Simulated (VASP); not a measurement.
Band structure of BAsO$_{4}$ (space group I-4). Calculation: r2SCAN meta-GGA, VASP's PBE PAW potentials (set 64) (plane waves; VASP).

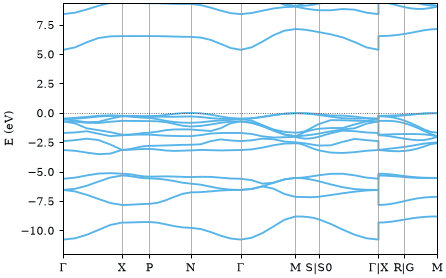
*Bands along high-symmetry lines, zero at the valence-band maximum or, without a gap, the Fermi level*

Q: Read the plot: is there a gap, and where are the band edges?

A: The gap is indirect, 5.36 eV, from the valence maximum at N to the conduction minimum at Γ.

The structure comes from a computed database's BAsO4 entry (I-4); how it stands against other phases isn't given here. It was relaxed first.
